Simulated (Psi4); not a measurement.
# One shape, several levels: doublet BNH3OF+

Aim: a comparison of 3 runs (U-revPBE/6-311+G**, USVWN5/6-311+G**, UTPSS/6-311+G**) of doublet BNH3OF+. 

The results are computed with Psi4 1.11.

2 further runs of the same task are left out: 2 set aside as unsound or not needed.

## 1. Starting point

BNH3OF+: 7 atoms, total charge +1, spin state doublet. As SMILES of the parent species, `NB(O)F`. The shape is that of a PBE0-D4/def2-TZVP optimisation. This is one conformer, not always the lowest. That shape belongs to the parent species and isn't relaxed for this state.

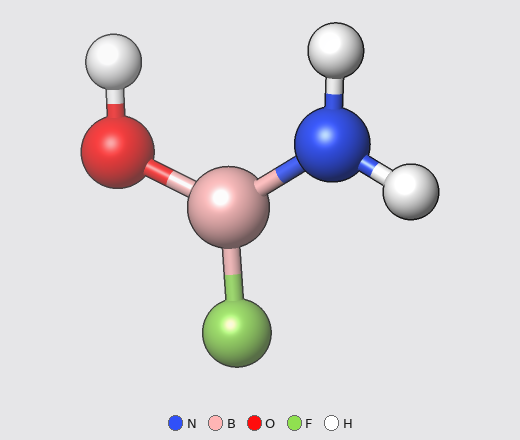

The structure, seen from a chosen angle (nitrogen blue, boron pink, oxygen red, fluorine green, hydrogen white).

## 2. The energy at U-revPBE/6-311+G(d,p) (run 1)

calc.dat

```
memory 2.2 GB

molecule {
  1 2
  N
  B 1 R2
  O 2 R3 1 A3
  F 2 R4 3 A4 1 D4
  H 1 R5 2 A5 4 D5
  H 1 R6 5 A6 2 D6
  H 3 R7 2 A7 4 D7

  R2 = 1.406194
  R3 = 1.363324
  A3 = 125.71711
  R4 = 1.337002
  A4 = 116.00091
  D4 = -179.98159
  R5 = 1.004008
  A5 = 121.05448
  D5 = 0.01506
  R6 = 1.002539
  A6 = 114.21939
  D6 = -179.9679
  R7 = 0.957441
  A7 = 114.61203
  D7 = -179.97068
  symmetry c1
  no_reorient
  no_com
}

set reference uks
set puream true
set e_convergence 1e-09
set d_convergence 1e-08
set scf_type pk
set dft_radial_points 99
set dft_spherical_points 590
set maxiter 100

E, wfn = energy("revpbe/6-311+G**", return_wfn=True)
oeprop(wfn, "DIPOLE", "MAYER_INDICES", "LOWDIN_CHARGES", title="REVPBE")
```

On the command line:

```console
$ psi4 calc.dat calc.out -n 1
```

calc.out:

```text
[...]
  Running in c1 symmetry.
[...]
  Nuclear repulsion =  114.658726401180559
[...]
  Multiplicity = 2
[...]
  Nalpha       = 16
  Nbeta        = 15
[...]
    Number of basis functions: 106
[...]
   @UKS iter   1:  -255.91192764232812    6.43528e-02   8.80492e-03 DIIS/ADIIS
[...]
   @UKS iter  15:  -256.24371501472547   -1.77920e-11   9.73006e-09 DIIS
[...]
   @S^2 Observed:                7.558199865E-01
[...]
    Orbital Energies [Eh]
    ---------------------
    Alpha Occupied:
       1A    -24.485350     2A    -19.067511     3A    -14.364316
       4A     -6.853371     5A     -1.330572     6A     -1.230864
       7A     -1.147761     8A     -0.799114     9A     -0.795092
      10A     -0.774666    11A     -0.668672    12A     -0.659777
      13A     -0.599223    14A     -0.592548    15A     -0.574498
      16A     -0.572737
    Alpha Virtual:
      17A     -0.241823    18A     -0.223298    19A     -0.185502
      20A     -0.166879    21A     -0.138527    22A     -0.128402
      23A     -0.097583    24A     -0.078356    25A     -0.066057
[...]
  @UKS Final Energy:  -256.24371501472547
   => Energetics <=
    Nuclear Repulsion Energy =            114.6587264011805587
    One-Electron Energy =                -571.2773826209954677
    Two-Electron Energy =                 231.2382007787305724
    DFT Exchange-Correlation Energy =     -30.8632595736411091
    Empirical Dispersion Energy =           0.0000000000000000
    VV10 Nonlocal Energy =                  0.0000000000000000
    Total Energy =                       -256.2437150147254670
[...]
 Multipole Moments:
 ------------------------------------------------------------------------------------
     Multipole            Electronic (a.u.)      Nuclear  (a.u.)        Total (a.u.)
 ------------------------------------------------------------------------------------
 L = 1.  Multiply by 2.5417464519 to convert [e a0] to [Debye]
 Dipole X            :         -0.0002037            0.0001743           -0.0000294
 Dipole Y            :          1.6866207           -2.9396802           -1.2530594
 Dipole Z            :          1.4763004           -3.9666874           -2.4903871
 Magnitude           :                                                    2.7878640
[...]
```

Wall time 39 s (1 thread of AMD EPYC 7R43 (Zen 3), shared host); peak memory 0.97 GiB.

## 3. The energy at USVWN5/6-311+G(d,p) (run 2)

input.in

```
memory 2200 MB

molecule geom {
  1 2
  N     -0.531800     0.753400    -0.032100
  B      0.039300    -0.505700    -0.288800
  O      1.106300    -1.044300     0.367000
  F     -0.494800    -1.258200    -1.256300
  H     -1.320400     1.081700    -0.559700
  H     -0.210100     1.394300     0.668500
  H      1.472700    -0.489200     1.055700
  symmetry c1
}

set {
  basis                6-311+G**
  reference            uks
  puream               true
  e_convergence        1e-09
  d_convergence        1e-08
  scf_type             pk
  dft_radial_points    99
  dft_spherical_points 590
  maxiter              100
}

energy('scf', dft_functional={"name": "SVWN5", "x_functionals": {"LDA_X": {}}, "c_functionals": {"LDA_C_VWN": {}}})
print_variables()
```

On the command line:

```console
$ psi4 -n 1 input.in input.out
```

input.out:

```text
[...]
  Running in c1 symmetry.
[...]
  Nuclear repulsion =  114.658705407158465
[...]
  Multiplicity = 2
[...]
  Nalpha       = 16
  Nbeta        = 15
[...]
    Number of basis functions: 106
[...]
   @UKS iter   1:  -254.04630479000616    1.56738e-01   9.31382e-03 ADIIS/DIIS
[...]
   @UKS iter  16:  -254.42249762042206   -1.53477e-12   7.43732e-10 DIIS
[...]
   @S^2 Observed:                7.534115123E-01
[...]
    Orbital Energies [Eh]
    ---------------------
    Alpha Occupied:
       1A    -24.310677     2A    -18.916946     3A    -14.226330
       4A     -6.769492     5A     -1.325560     6A     -1.230312
       7A     -1.138750     8A     -0.805136     9A     -0.799748
      10A     -0.783911    11A     -0.679850    12A     -0.667774
      13A     -0.610187    14A     -0.596560    15A     -0.586430
      16A     -0.583756
    Alpha Virtual:
      17A     -0.244848    18A     -0.240349    19A     -0.185634
      20A     -0.169355    21A     -0.142412    22A     -0.121024
      23A     -0.097519    24A     -0.075989    25A     -0.064363
[...]
  @UKS Final Energy:  -254.42249762042206
   => Energetics <=
    Nuclear Repulsion Energy =            114.6587054071584646
    One-Electron Energy =                -571.1044042995525842
    Two-Electron Energy =                 230.9491639677621606
    DFT Exchange-Correlation Energy =     -28.9259626957900764
    Empirical Dispersion Energy =           0.0000000000000000
    VV10 Nonlocal Energy =                  0.0000000000000000
    Total Energy =                       -254.4224976204220638
[...]
 Multipole Moments:
 ------------------------------------------------------------------------------------
     Multipole            Electronic (a.u.)      Nuclear  (a.u.)        Total (a.u.)
 ------------------------------------------------------------------------------------
 L = 1.  Multiply by 2.5417464519 to convert [e a0] to [Debye]
 Dipole X            :         -0.4959521            0.3641782           -0.1317739
 Dipole Y            :         -1.5839721            4.0138763            2.4299042
 Dipole Z            :         -1.4533418            2.8517547            1.3984129
 Magnitude           :                                                    2.8066630
[...]
```

Run time: 31 s. Hardware: 1 thread of AMD EPYC 7R43 (Zen 3), shared host; peak memory 0.72 GiB.

## 4. A single-point energy at UTPSS/6-311+G(d,p) (run 3)

calc.inp

```
memory 2.2 GB

molecule {
  1 2
  N     -0.531800     0.753400    -0.032100
  B      0.039300    -0.505700    -0.288800
  O      1.106300    -1.044300     0.367000
  F     -0.494800    -1.258200    -1.256300
  H     -1.320400     1.081700    -0.559700
  H     -0.210100     1.394300     0.668500
  H      1.472700    -0.489200     1.055700
  symmetry c1
}

set {
  basis                6-311+G**
  reference            uks
  puream               true
  e_convergence        1e-09
  d_convergence        1e-08
  scf_type             pk
  dft_radial_points    99
  dft_spherical_points 590
  maxiter              100
}

result, w = energy('tpss', return_wfn=True)
oeprop(w, 'WIBERG_LOWDIN_INDICES', 'LOWDIN_CHARGES', 'QUADRUPOLE')
print_variables()
```

On the command line:

```console
$ psi4 calc.inp calc.out -n 1
```

calc.out:

```text
[...]
  Running in c1 symmetry.
[...]
  Nuclear repulsion =  114.658705407158465
[...]
  Multiplicity = 2
[...]
  Nalpha       = 16
  Nbeta        = 15
[...]
    Number of basis functions: 106
[...]
   @UKS iter   1:  -256.05549952634482    5.71970e-03   8.51594e-03 ADIIS/DIIS
[...]
   @UKS iter  15:  -256.35349324517722   -1.47793e-12   8.72921e-09 DIIS
[...]
   @S^2 Observed:                7.574131247E-01
[...]
    Orbital Energies [Eh]
    ---------------------
    Alpha Occupied:
       1A    -24.627521     2A    -19.188681     3A    -14.477261
       4A     -6.933594     5A     -1.354842     6A     -1.249503
       7A     -1.171229     8A     -0.808848     9A     -0.804394
      10A     -0.780853    11A     -0.674926    12A     -0.668574
      13A     -0.603297    14A     -0.600501    15A     -0.579629
      16A     -0.578483
    Alpha Virtual:
      17A     -0.234910    18A     -0.220168    19A     -0.177047
      20A     -0.158803    21A     -0.131123    22A     -0.121004
      23A     -0.090098    24A     -0.070297    25A     -0.058730
[...]
  @UKS Final Energy:  -256.35349324517722
   => Energetics <=
    Nuclear Repulsion Energy =            114.6587054071584646
    One-Electron Energy =                -571.3694589891238138
    Two-Electron Energy =                 231.3425081846894216
    DFT Exchange-Correlation Energy =     -30.9852478479012561
    Empirical Dispersion Energy =           0.0000000000000000
    VV10 Nonlocal Energy =                  0.0000000000000000
    Total Energy =                       -256.3534932451772193
[...]
 Multipole Moments:
 ------------------------------------------------------------------------------------
     Multipole            Electronic (a.u.)      Nuclear  (a.u.)        Total (a.u.)
 ------------------------------------------------------------------------------------
 L = 1.  Multiply by 2.5417464519 to convert [e a0] to [Debye]
 Dipole X            :         -0.5671193            0.3641782           -0.2029411
 Dipole Y            :         -1.5277887            4.0138763            2.4860876
 Dipole Z            :         -1.4844266            2.8517547            1.3673281
 Magnitude           :                                                    2.8445391
 L = 2.  Multiply by 1.3450342976 to convert [e a0^2] to [Debye ang]
 Quadrupole XX       :        -75.2003538           63.9898233          -11.2105304
 Quadrupole XY       :         28.4774218          -30.6841642           -2.2067423
[...]
```

Run time: 2 min. Hardware: 1 thread of AMD EPYC 7R43 (Zen 3), shared host; peak memory 0.97 GiB.

## 5. The series

```tsv
run	level	energy (Eh)	HOMO energy (eV)	LUMO energy (eV)	⟨S²⟩	wall time
1	U-revPBE/6-311+G**	-256.243715	-15.15	-14.30	0.756	39 s
2	USVWN5/6-311+G**	-254.422498	-15.57	-14.88	0.753	31 s
3	UTPSS/6-311+G**	-256.353493	-15.18	-14.14	0.757	2 min
```

## 6. Summary of results

| quantity | value |
| --- | --- |
| run 3: total energy | -256.35349 Eh |
| run 3: HOMO energy (highest over α and β) | -15.18 eV |
| run 3: LUMO energy (lowest over α and β) | -14.14 eV |
| run 3: ⟨S²⟩ | 0.757 |

Totals of different functionals can't be ranked against each other. All runs together took 3.1 min, the longest 2 min.
